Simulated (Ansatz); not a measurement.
# Geometry relaxation, with input and output: AlN2H6OF (part 2 of 2)

Continued. System: AlN2H6OF. Method: RKS PBE-D4/def2-SVP (Ansatz 0.2.0). It belongs to a series of runs on one base structure; here: end point B relaxed.

Geometry of the input (Å):
```
Al 0.0365  0.6468  -0.4155
F  -0.0744  -0.1711  2.3487
N  1.6089  -0.0086  -0.9386
H  1.7339  -0.7686  -1.6097
H  2.5051  0.2099  -0.4967
N  -1.5346  0.0517  -0.9964
H  -1.7399  -0.8837  -1.3479
H  -2.4032  0.5646  -0.8356
O  -0.0466  2.1154  0.5649
H  0.7566  2.6541  0.6568
H  -0.2008  0.7543  2.2813
```

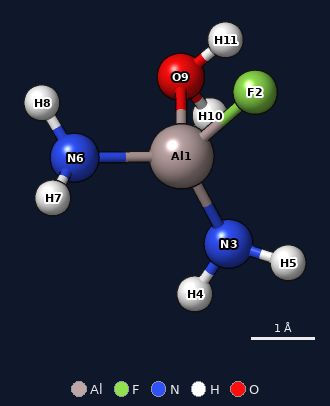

*The geometry at step 13 of the log (ball-and-stick view, seen at a tilt; atoms are numbered from 1 in the order of the input).*

## Trajectory as extended XYZ, continued
```
11
Properties=species:S:1:pos:R:3:forces:R:3 step=5 energy=-14422.42659
Al   -0.0062    0.4406   -0.0947   -0.0310  -0.8192  -0.8281
F    -0.0361   -0.0757    1.7796   -0.0077  -0.2786   0.2151
N     1.5787   -0.0157   -0.7882    0.1587  -0.1155  -0.1895
H     1.6939   -0.6021   -1.6259   -0.0135   0.2482   0.2555
H     2.4804    0.0864   -0.3125   -0.1121  -0.1077  -0.0759
N    -1.5393    0.0227   -0.9119   -0.0005   0.0486  -0.0015
H    -1.7530   -0.8684   -1.3622    0.0098   0.0175   0.0198
H    -2.4026    0.5466   -0.7589   -0.0089  -0.0009  -0.0297
O    -0.0425    1.9832    0.8278    0.3535   0.8361   0.3296
H     0.6750    2.6471    0.7039   -0.4729  -0.4441   0.1874
H    -0.0068    1.0003    1.7543    0.1246   0.6156   0.1174
11
Properties=species:S:1:pos:R:3:forces:R:3 step=6 energy=-14422.55852
Al   -0.0122    0.3817   -0.0899   -0.0078  -0.4757   0.1137
F     0.0133   -0.0541    1.7827    0.0957  -0.1864  -0.0626
N     1.5865   -0.0224   -0.7892    0.6025  -0.2463  -0.1315
H     1.7056   -0.4615   -1.7216    0.0195   0.3328   0.6250
H     2.4644   -0.0971   -0.2346   -0.6582  -0.0578  -0.5029
N    -1.5433    0.0039   -0.9339    0.0280   0.0939   0.0190
H    -1.7775   -0.9007   -1.3466    0.0310   0.0228   0.0165
H    -2.3980    0.5466   -0.7956    0.0070  -0.0013  -0.0122
O    -0.0632    1.9825    0.8578   -0.4220  -0.2520   0.3850
H     0.6136    2.6584    0.7390    0.3553   0.2639   0.0292
H     0.0523    1.1275    1.7432   -0.0509   0.5060  -0.4792
11
Properties=species:S:1:pos:R:3:forces:R:3 step=7 energy=-14422.72666
Al   -0.0201    0.2830   -0.0362    0.0677  -0.2599  -0.2748
F     0.0786   -0.0609    1.7274    0.1080  -1.0758   0.3795
N     1.5905   -0.0273   -0.7696    1.0485  -0.5631  -0.2510
H     1.7132   -0.3114   -1.7783    0.0518   0.3527   1.3380
H     2.4364   -0.2774   -0.1756   -1.1907   0.2380  -1.0845
N    -1.5419   -0.0141   -0.9373    0.0469   0.1210   0.0736
H    -1.7973   -0.9184   -1.3395    0.0309   0.0351   0.0089
H    -2.3848    0.5516   -0.8134    0.0257  -0.0296   0.0087
O    -0.0951    1.9849    0.8900   -0.4809   0.1947  -0.1050
H     0.5661    2.6794    0.7660    0.3246   0.1085   0.0364
H     0.0958    1.2754    1.6778   -0.0325   0.8784  -0.1298
11
Properties=species:S:1:pos:R:3:forces:R:3 step=8 energy=-14422.78125
Al   -0.0193    0.1940    0.0107    0.1665  -0.2573  -0.1863
F     0.1202   -0.1685    1.7279   -0.0172  -0.3334  -0.1244
N     1.5972   -0.0302   -0.7582    1.3155  -0.8111  -0.4013
H     1.7323   -0.1685   -1.8135   -0.0005   0.1482   1.9805
H     2.4021   -0.4436   -0.1639   -1.4623   0.7252  -1.4812
N    -1.5319   -0.0233   -0.9386    0.0743   0.1624   0.1427
H    -1.7997   -0.9221   -1.3463    0.0296   0.0363   0.0067
H    -2.3709    0.5458   -0.8005    0.0261  -0.0513   0.0263
O    -0.1260    2.0114    0.8932   -0.6876   1.7497  -2.3620
H     0.5519    2.7068    0.7603   -0.0749  -0.3689   0.0374
H     0.0855    1.4630    1.6402    0.6305  -0.9997   2.3616
11
Properties=species:S:1:pos:R:3:forces:R:3 step=9 energy=-14423.02737
Al    0.0114    0.1319    0.0386   -0.1778   0.0560  -0.1247
F     0.1124   -0.2117    1.7509    0.0778  -0.2951  -0.0210
N     1.6310   -0.0132   -0.7330    0.4142  -0.3287  -0.1678
H     1.7751   -0.1255   -1.7540   -0.0541   0.0741   0.6494
H     2.4130   -0.4582   -0.2155   -0.4041   0.2417  -0.3961
N    -1.5112    0.0240   -0.9121    0.0595  -0.1051   0.0256
H    -1.8059   -0.8338   -1.3863   -0.0288   0.0781   0.0100
H    -2.3367    0.5845   -0.6775    0.0827  -0.1003  -0.0027
O    -0.1929    1.9647    0.8321   -0.3322   0.4145  -0.6923
H     0.5060    2.6012    0.5979    0.1790  -0.0171   0.0943
H     0.0392    1.5009    1.6703    0.1838  -0.0180   0.6252
11
Properties=species:S:1:pos:R:3:forces:R:3 step=10 energy=-14423.06340
Al   -0.0100    0.1781    0.0205    0.2832  -0.2352  -0.0461
F     0.1082   -0.2251    1.7080   -0.1459  -0.0148   0.0977
N     1.6142   -0.0182   -0.7295   -0.0077   0.0404  -0.1045
H     1.7643   -0.0725   -1.7405    0.0170   0.0260   0.0708
H     2.3796   -0.4979   -0.2469   -0.0606   0.0349  -0.0290
N    -1.5223   -0.0135   -0.9238   -0.1269   0.1679   0.0864
H    -1.7793   -0.8736   -1.4140    0.0539   0.0298   0.0321
H    -2.3793    0.4729   -0.6405    0.0434  -0.0595  -0.0740
O    -0.1300    2.0413    0.7945   -0.2082  -0.0003   0.1754
H     0.6805    2.5831    0.6940   -0.0469  -0.2220   0.0241
H    -0.0844    1.5901    1.6897    0.1988   0.2328  -0.2330
11
Properties=species:S:1:pos:R:3:forces:R:3 step=11 energy=-14423.08861
Al   -0.0025    0.1008    0.0586   -0.0710   0.1697  -0.1830
F     0.0921   -0.2888    1.7352   -0.0114  -0.1199   0.1619
N     1.6265   -0.0023   -0.7054   -0.1461   0.0644   0.0567
H     1.7839   -0.0207   -1.7129   -0.0225   0.0273  -0.1036
H     2.3927   -0.4930   -0.2451    0.1180  -0.0560   0.0832
N    -1.5152    0.0136   -0.9099   -0.1185  -0.0585   0.0366
H    -1.7916   -0.8138   -1.4492    0.0125   0.1321   0.0899
H    -2.3600    0.5083   -0.5937    0.1630  -0.1541  -0.1052
O    -0.1832    1.9978    0.7802    0.3694   0.0399   0.3917
H     0.6242    2.5142    0.5459   -0.2461  -0.2561   0.0952
H    -0.0254    1.6487    1.7076   -0.0473   0.2112  -0.5235
11
Properties=species:S:1:pos:R:3:forces:R:3 step=12 energy=-14423.11969
Al   -0.0355    0.1003    0.0663   -0.1534  -0.0750   0.3619
F     0.0052   -0.3498    1.7422    0.0458   0.0526  -0.2578
N     1.6070    0.0483   -0.6724   -0.0105   0.0932  -0.0152
H     1.7717    0.0955   -1.6797   -0.0059  -0.0070  -0.0243
H     2.3839   -0.4465   -0.2306    0.0394  -0.0270   0.0263
N    -1.5373   -0.0021   -0.9120   -0.0409  -0.0288  -0.0478
H    -1.7903   -0.8305   -1.4573    0.0184   0.0493   0.0231
H    -2.3977    0.4488   -0.5848    0.0409  -0.0498  -0.0381
O    -0.1246    2.0024    0.7603    0.1315   0.1111  -0.0516
H     0.7447    2.3680    0.4825   -0.0230  -0.0644  -0.0413
H     0.0143    1.7303    1.6969   -0.0423  -0.0542   0.0649
11
Properties=species:S:1:pos:R:3:forces:R:3 step=13 energy=-14423.13367
Al   -0.0685    0.0876    0.0888   -0.1552   0.0515   0.2960
F    -0.0374   -0.3871    1.7471    0.0295   0.0406  -0.1863
N     1.5818    0.0997   -0.6438    0.1254   0.0995  -0.1142
H     1.7441    0.1873   -1.6521   -0.0242  -0.0370   0.0896
H     2.3651   -0.4069   -0.2247    0.0181  -0.0161  -0.0008
N    -1.5530   -0.0194   -0.9147   -0.1203   0.0042  -0.0163
H    -1.7776   -0.8400   -1.4840    0.0219   0.0461   0.0241
H    -2.4316    0.3899   -0.5763    0.0890  -0.0726  -0.0622
O    -0.0677    2.0159    0.7319    0.8037   0.1653  -0.0513
H     0.8748    2.2280    0.4436   -0.8108  -0.3174   0.2183
H     0.0114    1.8095    1.6954    0.0228   0.0358  -0.1968
11
Properties=species:S:1:pos:R:3:forces:R:3 step=14 energy=-14423.15772
Al   -0.1070    0.1051    0.1100   -0.2759  -0.0676   0.3315
F    -0.0717   -0.4038    1.7564    0.0300   0.0543  -0.2186
N     1.5527    0.1574   -0.6118    0.2154   0.1247  -0.1221
H     1.7108    0.2334   -1.6217   -0.0177  -0.0289   0.0636
H     2.3384   -0.3505   -0.1958   -0.0060   0.0009  -0.0051
N    -1.5698   -0.0297   -0.9239   -0.0344   0.0203   0.0067
H    -1.7541   -0.8463   -1.5129    0.0347   0.0390   0.0151
H    -2.4686    0.3432   -0.6023    0.0322  -0.0361  -0.0231
O    -0.0226    2.0261    0.7454    0.8068   0.0508  -0.2816
H     0.9193    2.1044    0.3668   -0.8044  -0.2096   0.3461
H     0.1142    1.8254    1.7011    0.0192   0.0523  -0.1124
11
Properties=species:S:1:pos:R:3:forces:R:3 step=15 energy=-14423.18611
Al   -0.1458    0.1053    0.1336   -0.2324   0.0549   0.1929
F    -0.0872   -0.4216    1.7649   -0.0206   0.0244  -0.1376
N     1.5248    0.2206   -0.5828    0.2488   0.0846  -0.0643
H     1.6751    0.2763   -1.5936    0.0046   0.0027  -0.0447
H     2.3169   -0.2781   -0.1695    0.0372  -0.0602   0.0154
N    -1.5902   -0.0369   -0.9242   -0.0706  -0.0279   0.0136
H    -1.7342   -0.8369   -1.5485    0.0243   0.0820   0.0551
H    -2.5078    0.2948   -0.6071    0.0807  -0.0572  -0.0406
O     0.0419    2.0323    0.7170    0.5538  -0.1397   0.1323
H     0.9917    1.9496    0.3375   -0.6234  -0.1052   0.1405
H     0.1562    1.8593    1.6840   -0.0024   0.1415  -0.2627
11
Properties=species:S:1:pos:R:3:forces:R:3 step=16 energy=-14423.20566
Al   -0.1784    0.1152    0.1610   -0.1496   0.0172   0.1108
F    -0.1113   -0.4629    1.7617   -0.0076  -0.0663   0.0097
N     1.5206    0.2646   -0.5523   -0.0016   0.0627  -0.0235
H     1.6676    0.3243   -1.5654   -0.0170   0.0043   0.0044
H     2.3005   -0.2718   -0.1544   -0.0527   0.0615   0.0139
N    -1.6012   -0.0324   -0.9210   -0.0278  -0.0392  -0.0156
H    -1.6981   -0.8058   -1.5861    0.0144   0.0724   0.0433
H    -2.5364    0.2404   -0.6029    0.0439  -0.0311  -0.0255
O     0.0620    2.0390    0.7254    0.3536  -0.3284   0.1598
H     0.9616    1.8132    0.2517   -0.1042   0.1667   0.2541
H     0.2546    1.9409    1.6935   -0.0513   0.0801  -0.5312
11
Properties=species:S:1:pos:R:3:forces:R:3 step=17 energy=-14423.21575
Al   -0.2032    0.1044    0.1797    0.0015   0.1466   0.1028
F    -0.1386   -0.5102    1.7667   -0.0182  -0.0030  -0.0572
N     1.5007    0.2896   -0.5336    0.0232   0.0216  -0.2318
H     1.6473    0.3573   -1.5489   -0.0193  -0.0311   0.1010
H     2.2843   -0.2351   -0.1378    0.0992  -0.0761   0.0405
N    -1.6131   -0.0393   -0.9167    0.4034   0.2726   0.2469
H    -1.6854   -0.7817   -1.5986   -0.0128  -0.3915  -0.3822
H    -2.5469    0.2009   -0.6042   -0.4024   0.1054   0.1331
O     0.1020    2.0262    0.6981   -0.0461  -0.1300   0.2073
H     1.0033    1.7691    0.2451    0.0189   0.0061  -0.0278
H     0.2911    1.9836    1.6615   -0.0473   0.0794  -0.1326
11
Properties=species:S:1:pos:R:3:forces:R:3 step=18 energy=-14423.22491
Al   -0.2046    0.1102    0.1885    0.1004   0.0828  -0.0039
F    -0.1378   -0.5271    1.7643   -0.0203   0.0180  -0.0192
N     1.5028    0.2883   -0.5373    0.0010  -0.0306   0.0394
H     1.6406    0.3468   -1.5512    0.0020  -0.0051  -0.0269
H     2.2872   -0.2439   -0.1442   -0.0197  -0.0046  -0.0118
N    -1.6118   -0.0364   -0.9112   -0.1328  -0.0575  -0.0473
H    -1.6713   -0.7767   -1.6195    0.0085   0.1169   0.1103
H    -2.5614    0.1903   -0.5946    0.1056  -0.0523  -0.0602
O     0.1023    2.0280    0.6988    0.0070  -0.1426   0.0849
H     1.0103    1.7688    0.2566   -0.0187   0.0095  -0.0767
H     0.2852    2.0164    1.6609   -0.0330   0.0656   0.0112
11
Properties=species:S:1:pos:R:3:forces:R:3 step=19 energy=-14423.22161 accepted=F
Al   -0.1825    0.0762    0.1997   -0.1656   0.1274   0.1034
F    -0.1611   -0.5808    1.7688    0.0603   0.0108  -0.0701
N     1.5123    0.2747   -0.5378   -0.0354  -0.0053   0.0109
H     1.6393    0.3149   -1.5540    0.0039  -0.0146  -0.0277
H     2.3067   -0.2394   -0.1425    0.0113  -0.0060  -0.0002
N    -1.6043   -0.0160   -0.8926    0.0635  -0.0645  -0.0454
H    -1.6547   -0.7116   -1.6402    0.0032  -0.0173  -0.0264
H    -2.5563    0.1714   -0.5684    0.0105   0.0079   0.0336
O     0.0746    1.9990    0.7028    0.0087  -0.0603  -0.4192
H     0.9746    1.7882    0.2326   -0.0056  -0.0027   0.0060
H     0.2929    2.0883    1.6430    0.0451   0.0246   0.4352
11
Properties=species:S:1:pos:R:3:forces:R:3 step=20 energy=-14423.22897
Al   -0.1998    0.1062    0.1936   -0.0029   0.0524   0.0174
F    -0.1449   -0.5429    1.7636   -0.0018  -0.0036   0.0009
N     1.5020    0.2844   -0.5387    0.0005  -0.0010  -0.0109
H     1.6336    0.3334   -1.5545    0.0009  -0.0057  -0.0057
H     2.2863   -0.2483   -0.1470   -0.0013  -0.0019   0.0000
N    -1.6084   -0.0313   -0.9077   -0.0231  -0.0064  -0.0009
H    -1.6579   -0.7562   -1.6283    0.0123   0.0207   0.0147
H    -2.5602    0.1745   -0.5915    0.0201  -0.0133  -0.0101
O     0.0963    2.0181    0.7069    0.0397  -0.0620   0.0218
H     1.0006    1.7755    0.2497   -0.0127   0.0054  -0.0167
H     0.2939    2.0513    1.6651   -0.0316   0.0153  -0.0104
11
Properties=species:S:1:pos:R:3:forces:R:3 step=21 energy=-14423.22997
Al   -0.2002    0.1081    0.2014   -0.0118   0.0101  -0.0029
F    -0.1494   -0.5558    1.7648    0.0030   0.0080   0.0055
N     1.4990    0.2839   -0.5403   -0.0081   0.0049  -0.0075
H     1.6238    0.3226   -1.5577    0.0001   0.0017   0.0056
H     2.2828   -0.2507   -0.1503    0.0038  -0.0011   0.0024
N    -1.6062   -0.0269   -0.9033   -0.0148  -0.0009   0.0022
H    -1.6404   -0.7370   -1.6388    0.0092   0.0054   0.0011
H    -2.5623    0.1557   -0.5873    0.0051  -0.0064  -0.0035
O     0.0981    2.0146    0.7087    0.0263  -0.0246   0.0185
H     1.0018    1.7736    0.2488    0.0044   0.0020  -0.0132
H     0.2944    2.0765    1.6652   -0.0172   0.0008  -0.0081
```

## Summary

| quantity | value |
| --- | --- |
| outcome | converged |
| total energy | −14423.2300 eV |
| mean-field energy | −14423.0422 eV |
| largest force (length of the vector) at the end | 0.040 eV/Å |
| hardware | 2 threads of Arm Neoverse V2, 24 GiB of memory available, shared host |
| wall time | 36 s (CPU time 69 s) |
| peak memory | 0.14 GiB |
